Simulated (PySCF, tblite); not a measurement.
# C₄H₅FN radical: geometry, infrared bands and EPR parameters

Wanted: the infrared bands and EPR parameters of C₄H₅FN radical (`F/C=C/[C@@H]1C[N]1`), by calculation.

The runs use tblite 0.8.0 and PySCF 2.14.0, with density-fitted response routines of our own; the level of theory stands in each step. All values are computed, except where a source is named. Atoms are numbered from 0 throughout.

### 1 The molecule as given

11 atoms, charge 0, multiplicity 2; geometry from: force field or distance geometry start.

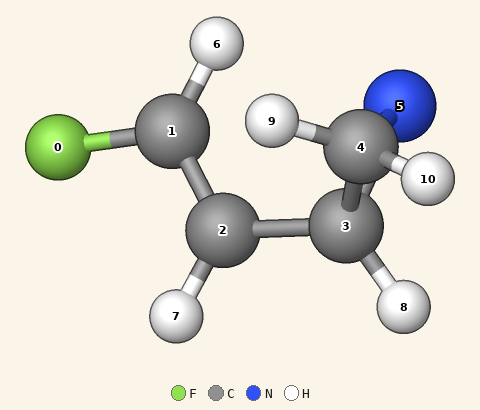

The starting geometry (fluorine green, carbon grey, nitrogen blue, hydrogen white), atoms numbered.

### 2 Geometry optimisation with GFN2-xTB

What the job is given:

```
{"job": {"kind": "relax", "xc": "GFN2-xTB", "basis": "xTB"}, "charge": 0, "multiplicity": 2}
F      2.841000     0.609100    -0.483000
C      1.593000     0.514300     0.106500
C      0.843000    -0.498300    -0.312500
C     -0.531200    -0.714000     0.239500
C     -1.548200     0.383300     0.004300
N     -0.896500     0.259800     1.251000
H      1.284800     1.210600     0.881600
H      1.181600    -1.174300    -1.084800
H     -0.964600    -1.723900     0.254700
H     -1.206600     1.093700    -0.776800
H     -2.590900     0.042300    -0.106400
```

The run is started by

```bash
OMP_NUM_THREADS=1 python probes_run.py task.json out
```

This one command runs all jobs of the session in turn.

Standard output:

```text
step      E/eV     max force
  0    -506.51394    1.476
  1    -506.62705    0.878
  2    -506.71000    0.728
  3    -506.74863    0.590
  4    -506.77435    0.440
  5    -506.79354    0.364
  6    -506.80991    0.477
  7    -506.81721    0.283
  8    -506.82190    0.203
  9    -506.82642    0.199
 10    -506.83146    0.181
 11    -506.83378    0.131
 12    -506.83521    0.103
 13    -506.83654    0.118
 14    -506.83806    0.117
 15    -506.83928    0.095
 16    -506.84027    0.095
 17    -506.84135    0.123
 18    -506.84283    0.151
 19    -506.84456    0.147
 20    -506.84594    0.101
 21    -506.84680    0.080
 22    -506.84745    0.090
 23    -506.84813    0.087
 24    -506.84884    0.094
 25    -506.84953    0.093
 26    -506.85021    0.081
 27    -506.85089    0.074
 28    -506.85147    0.077
 29    -506.85187    0.054
 30    -506.85210    0.048
 31    -506.85226    0.049
 32    -506.85241    0.039
 33    -506.85255    0.036
 34    -506.85269    0.032
 35    -506.85284    0.038
 36    -506.85304    0.045
 37    -506.85337    0.067
 38    -506.85391    0.082
 39    -506.85455    0.069
 40    -506.85499    0.042
 41    -506.85520    0.045
 42    -506.85537    0.044
 43    -506.85563    0.050
 44    -506.85602    0.063
 45    -506.85648    0.058
 46    -506.85688    0.051
 47    -506.85718    0.042
 48    -506.85742    0.039
 49    -506.85768    0.046
 50    -506.85796    0.041
 51    -506.85819    0.045
 52    -506.85835    0.045
 53    -506.85846    0.040
 54    -506.85853    0.030
 55    -506.85860    0.027
 56    -506.85872    0.031
 57    -506.85886    0.033
 58    -506.85899    0.027
 59    -506.85907    0.027
 60    -506.85914    0.023
 61    -506.85921    0.024
 62    -506.85927    0.021
 63    -506.85930    0.012
 64    -506.85932    0.009
```

It took 0.18 s on 1 thread of Arm Neoverse V2, shared host.

Relaxation path: (not every step is listed)

| step | energy from step 0 (eV) | largest force (eV/Å) |
| --- | --- | --- |
| 0 | 0.0000 | 1.4761 |
| 1 | -0.1131 | 0.8775 |
| 2 | -0.1961 | 0.7281 |
| 3 | -0.2347 | 0.5896 |
| 4 | -0.2604 | 0.4398 |
| 5 | -0.2796 | 0.3640 |
| 6 | -0.2960 | 0.4768 |
| 7 | -0.3033 | 0.2830 |
| 8 | -0.3080 | 0.2026 |
| 13 | -0.3226 | 0.1182 |
| 18 | -0.3289 | 0.1508 |
| 23 | -0.3342 | 0.0868 |
| 28 | -0.3375 | 0.0767 |
| 33 | -0.3386 | 0.0364 |
| 38 | -0.3400 | 0.0817 |
| 43 | -0.3417 | 0.0500 |
| 48 | -0.3435 | 0.0387 |
| 53 | -0.3445 | 0.0402 |
| 58 | -0.3451 | 0.0272 |
| 59 | -0.3451 | 0.0271 |
| 60 | -0.3452 | 0.0232 |
| 61 | -0.3453 | 0.0245 |
| 62 | -0.3453 | 0.0211 |
| 63 | -0.3454 | 0.0121 |
| 64 | -0.3454 | 0.0094 |

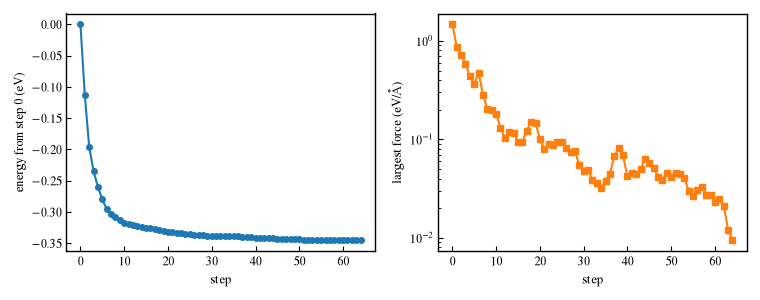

Energy and largest force along the relaxation.

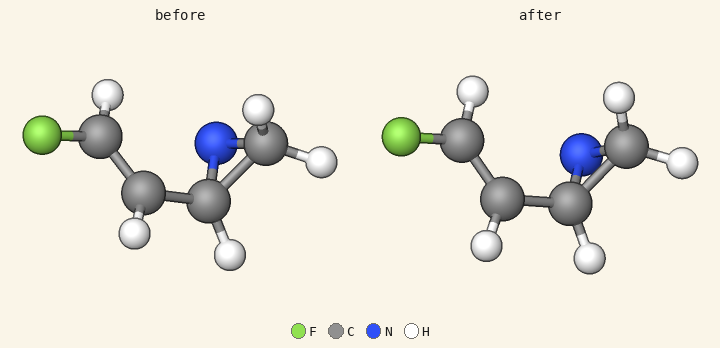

Before and after, at one scale.

Close pairs (by a distance rule), those that changed most:

| bond | before (Å) | after (Å) | change (Å) |
| --- | --- | --- | --- |
| F0–C1 | 1.383 | 1.340 | -0.043 |
| C3–N5 | 1.451 | 1.421 | -0.030 |
| C4–H9 | 1.110 | 1.086 | -0.023 |
| C2–C3 | 1.497 | 1.474 | -0.023 |
| C3–C4 | 1.514 | 1.494 | -0.021 |
| C4–H10 | 1.103 | 1.085 | -0.017 |
| C3–H8 | 1.099 | 1.087 | -0.012 |
| C4–N5 | 1.412 | 1.404 | -0.008 |

The end geometry stands in the next job.

### 3 Harmonic vibrations with GFN2-xTB

What the job is given:

```
{"job": {"kind": "ir", "xc": "GFN2-xTB", "basis": "xTB"}, "charge": 0, "multiplicity": 2}
F      2.853861     0.623800    -0.428732
C      1.592911     0.503640     0.008526
C      0.861740    -0.565553    -0.269499
C     -0.537464    -0.704980     0.171175
C     -1.550262     0.379679     0.000738
N     -0.990646     0.093210     1.256302
H      1.270525     1.354932     0.589357
H      1.282745    -1.380424    -0.838563
H     -0.917170    -1.722185     0.114940
H     -1.283910     1.336200    -0.439847
H     -2.576906     0.084351    -0.190359
```

Standard output:

```text
mode    cm-1     km/mol
  1     105.6      6.12
  2     160.3      2.51
  3     181.0      5.04
  4     363.9      4.45
  5     393.7      1.62
  6     572.6     15.82
  7     711.8     11.20
  8     766.8     13.28
  9     900.9      5.23
 10     904.8     31.13
 11     954.8      2.20
 12     978.4     34.24
 13    1009.9     20.74
 14    1032.8      2.18
 15    1072.3     14.85
 16    1132.9    173.11
 17    1221.6     18.62
 18    1225.9      8.60
 19    1268.0      0.33
 20    1370.4      7.89
 21    1448.3      5.21
 22    1684.7    104.63
 23    2976.2      3.15
 24    2993.4     11.64
 25    3005.8      8.16
 26    3087.5      3.79
 27    3101.2     21.61
```

It took 0.15 s on 1 thread of Arm Neoverse V2, shared host.

The strongest bands and the atoms that carry them (share of the mass-weighted mode):

| cm⁻¹ | km/mol | atoms |
| --- | --- | --- |
| 573 | 15.8 | C3 34 %, F0 19 %, H10 16 %, C2 11 % |
| 905 | 31.1 | N5 28 %, C3 21 %, C4 13 %, C2 12 % |
| 978 | 34.2 | H7 30 %, H6 20 %, C3 18 % |
| 1010 | 20.7 | H9 51 %, H8 15 %, C4 15 %, H10 10 % |
| 1133 | 173.1 | C1 29 %, F0 23 %, H6 14 % |
| 1222 | 18.6 | H6 52 %, C2 10 %, C3 10 % |
| 1685 | 104.6 | C2 48 %, C1 46 % |
| 3101 | 21.6 | H7 70 %, H6 23 % |

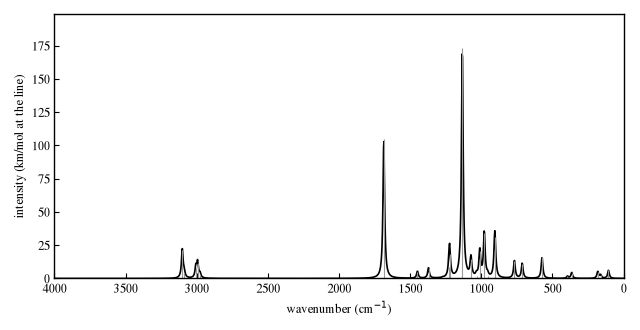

The infrared spectrum from these modes, unscaled. Lines are broadened to a width of 14 cm⁻¹ (Lorentzian).

### 4 g tensor and hyperfine couplings: B3LYP/pcH-1

Same as in step 3 but for these lines:

```diff
@@ -1,2 +1,2 @@
-{"job": {"kind": "ir", "xc": "GFN2-xTB", "basis": "xTB"}, "charge": 0, "multiplicity": 2}
+{"job": {"kind": "epr", "basis": "pcH-1"}, "charge": 0, "multiplicity": 2}
 F      2.853861     0.623800    -0.428732
```

With the program's defaults for keys left out, this is: UKS B3LYP, pcH-1 on C F H N, non-relativistic, mean-field spin-orbit, GIAO.

Standard output:

```text
UKS, coarse grid
  cycle   1  E = -309.86584095  |g| = 3.46e-01
  cycle   2  E = -309.84068787  |g| = 4.69e-01
  cycle   3  E = -309.91296726  |g| = 5.67e-02
  cycle   4  E = -309.91438329  |g| = 2.83e-02
  cycle   5  E = -309.91481657  |g| = 1.06e-02
  cycle   6  E = -309.91488749  |g| = 6.50e-03
  cycle   7  E = -309.91492139  |g| = 1.71e-03
  cycle   8  E = -309.91492998  |g| = 7.78e-04
UKS, final grid
  cycle   1  E = -309.91490942  |g| = 7.07e-04
  cycle   2  E = -309.91490961  |g| = 9.33e-04
  cycle   3  E = -309.91491004  |g| = 1.97e-04
  cycle   4  E = -309.91491014  |g| = 1.88e-04
  cycle   5  E = -309.91491020  |g| = 5.49e-05
  cycle   6  E = -309.91491020  |g| = 1.76e-05
E = -309.91491020 Eh   <S^2> = 0.7537 (exact 0.7500)
g shifts (ppm)      1          2          3
  rmc          -209       -209       -209
  gc             -4         36         33
  oz_so         122       1756       4301
  total         -92       1583       4124
hyperfine (MHz)  atom isotope    a_iso     a_fc   dipolar eigenvalues
    0   19F       2.95       2.95     -9.54     -4.98     14.52
    1   13C      -0.45      -0.45     -2.66     -0.02      2.68
    2   13C      32.82      32.82     -4.44     -3.67      8.11
    3   13C     -26.07     -26.07     -4.47     -0.96      5.43
    4   13C     -29.72     -29.72     -4.99     -0.12      5.10
    5   14N      28.87      28.87    -44.56    -41.62     86.18
    6    1H      -0.08      -0.08     -5.11     -2.63      7.74
    7    1H       2.64       2.64     -3.08     -1.48      4.56
    8    1H     108.91     108.91     -5.72     -4.39     10.11
    9    1H     104.13     104.13     -6.57     -3.49     10.06
   10    1H     132.47     132.47     -5.84     -4.40     10.24
```

It took 22 s on 1 thread of Arm Neoverse V2, shared host; peak memory 0.69 GiB.

Principal g values 2.00223, 2.00390, 2.00644; g(iso) = 2.00419, against 2.00232 for a free electron.

Hyperfine couplings, nucleus by nucleus at this fixed geometry (no averaging over rotations):

| nuclei | isotope | a(iso) (MHz) | a(iso) (G, at g = 2.0023) | largest dipolar term (MHz) |
| --- | --- | --- | --- | --- |
| H10 | 1H | 132.5 | 47.3 | 10.2 |
| H8 | 1H | 108.9 | 38.9 | 10.1 |
| H9 | 1H | 104.1 | 37.2 | 10.1 |
| C2 | 13C | 32.8 | 11.7 | 8.1 |
| C4 | 13C | -29.7 | -10.6 | 5.1 |
| N5 | 14N | 28.9 | 10.3 | 86.2 |
| C3 | 13C | -26.1 | -9.3 | 5.4 |
| F0 | 19F | 3.0 | 1.1 | 14.5 |
| H7 | 1H | 2.6 | 0.9 | 4.6 |
| C1 | 13C | -0.5 | -0.2 | 2.7 |
| H6 | 1H | -0.1 | 0.0 | 7.7 |

Mulliken spin populations:

| atom | value (e) |
| --- | --- |
| F0 | 0.00 |
| C1 | 0.01 |
| C2 | 0.03 |
| C3 | -0.04 |
| C4 | -0.06 |
| N5 | 0.91 |
| H6 | 0.00 |
| H7 | 0.00 |
| H8 | 0.05 |
| H9 | 0.04 |
| H10 | 0.06 |

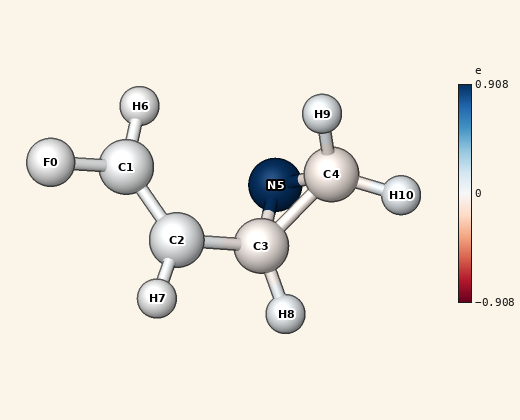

Mulliken spin populations, as colours on the atoms.

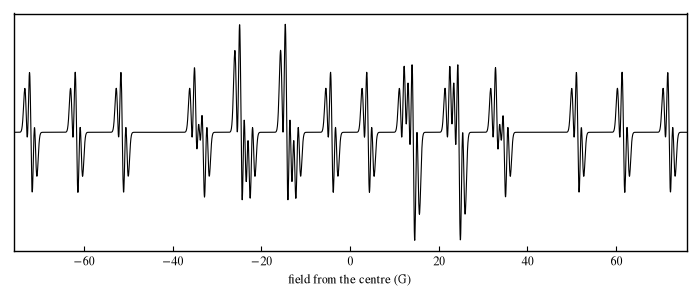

First-order isotropic spectrum (first derivative, main isotopes with spin only, couplings over 0.8 MHz, Gaussian width 0.4 G; couplings of the frozen geometry, rotation of groups not averaged beyond the rows shown).

The fields below are evaluated on a grid from the run's orbitals.

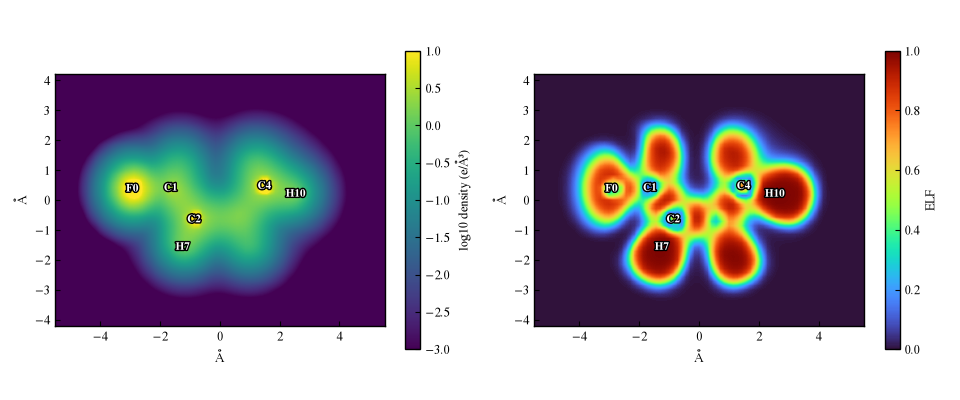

Density (left) and ELF (right) in a plane through or near 6 of the atoms.

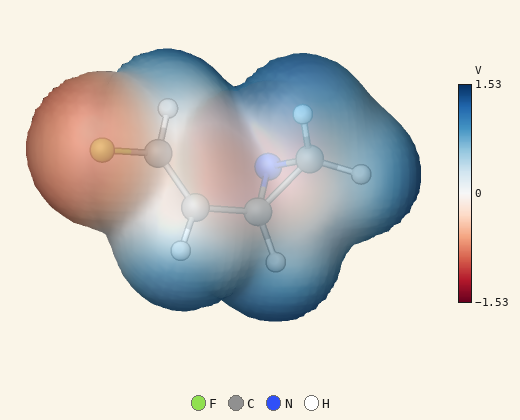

The potential that a unit positive charge feels on the 0.002 e/bohr³ surface, from -1.53 V near N5 to 1.20 V near H8.

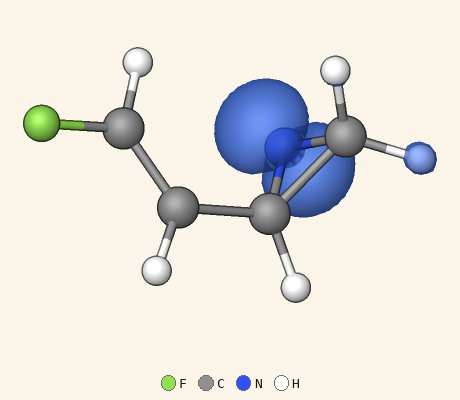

Spin density at ±0.08 e/Å³ (alpha excess blue, beta excess red).

### 5 What came out

```
                                 quantity                  value
strongest single infrared mode (GFN2-xTB)  1133 cm⁻¹, 173 km/mol
             zero-point energy (GFN2-xTB)          49.5 kcal/mol
                           g(iso) (B3LYP)                2.00419
                                     ⟨S²⟩     0.754 (exact 0.75)
                           largest a(iso)   1H on H10, 132.5 MHz
    surface potential, least and greatest     -1.53 V and 1.20 V
```

Relaxing lowered the energy by 0.345 eV in 64 steps; the close pair that moved most is F0–C1, from 1.383 to 1.340 Å. All 27 modes are real, so the xTB geometry is a minimum. The strongest single mode, at 1133 cm⁻¹, is spread over many atoms; the largest shares are those of C1, F0. Unscaled tight-binding wavenumbers are off by several per cent, some by more. Its intensities can rank the bands wrongly. Most of the unpaired spin sits on N5 (0.91 e). The isotropic g lies 1.9 ppt above the free-electron value.
